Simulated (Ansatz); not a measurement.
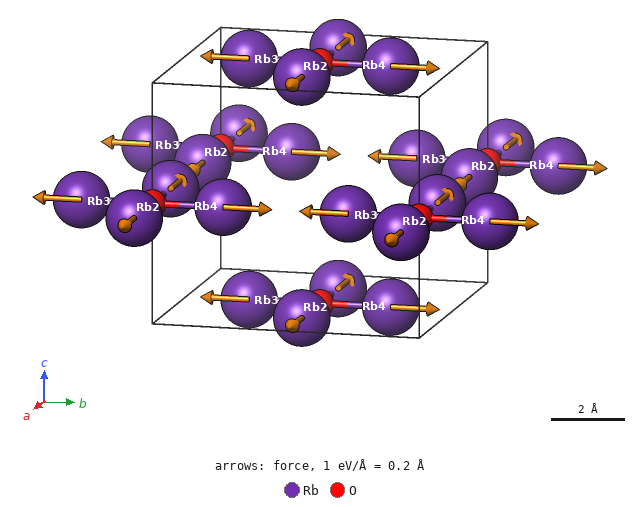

Starting geometry of solid Rb4O (a generated structure, set up in I4/mmm) (coarse preliminary run) with the computed forces as orange arrows. A ball-and-stick model of the conventional cell (2 times the calculation's cell), seen slightly off an axis. Lengths and directions refer to the drawn axes.

Computed with Ansatz, DFT PBE, scalar-relativistic, plane waves, PAW.

Input file:
```yaml
crystal:
  lattice:
    - [-3.78720471, 3.78720471, 3.38758758]
    - [3.78720471, -3.78720471, 3.38758758]
    - [3.78720471, 3.78720471, -3.38758758]
  atoms:
    - { symbol: Rb, position: [0.5, 0.23447112, 0.73447112] }
    - { symbol: Rb, position: [0.5, 0.76552888, 0.26552888] }
    - { symbol: Rb, position: [0.23447112, 0.5, 0.73447112] }
    - { symbol: Rb, position: [0.76552888, 0.5, 0.26552888] }
    - { symbol: O, position: [0.5, 0.5, 0.0] }
basis:
  ecutwfc: 420
kpoints:
  mp_grid: { grid: [4, 4, 4] }
hamiltonian:
  xc: pbe
scf:
  occupations: { method: gaussian, width: 0.1 }
  lower_state_search: "off"
output:
  forces: true
  stress: true
  eigenvalues: true
relax:
  adjacent_minimum: "off"
  f_tol: 0.04
  max_steps: 70
  cell: { stress_tol: 0.4 }
```

Run as
```bash
ansatz run input.yaml --threads 1 --pin off --max-ram 2560MiB --backend cpu --events-out ev --progress --plain --runs-dir out
```

What follows when this structure is relaxed?

Answer. It isn't relaxed: the largest force vector, on Rb atoms, is 7.03 eV/Å. Measured relative to the changing cell, the final displacements run against the starting forces (cosine between the two patterns −1.00). The largest moves relative to the cell, 0.11 Å, are those of Rb1, Rb2, Rb3 and Rb4. Rb1 goes along +a. O stays in place. Cell: a = b 7.574 → 10.144 Å (+33.9 %), c 6.775 → 7.168 Å (+5.8 %). Volume +89.8 %. Near-neighbour distances that change, for instance: Rb1–Rb2 3.552 → 4.982 Å, Rb1–Rb3 2.844 → 3.650 Å, Rb1–O5 2.011 → 2.581 Å. The space group stays I4/mmm (No. 139). After 11 accepted moves (13 points after the start) the energy has fallen by 1346 meV per atom. Largest force component: 7 eV/Å at the start, 0.015 eV/Å at the end. Pressure: 18.46 GPa at the start and 0.16 GPa at the end. The SCF was repeated twice at an unchanged geometry on a basis and grid sized afresh for the cell, which shifted the energy by 69.1 meV per atom at most.
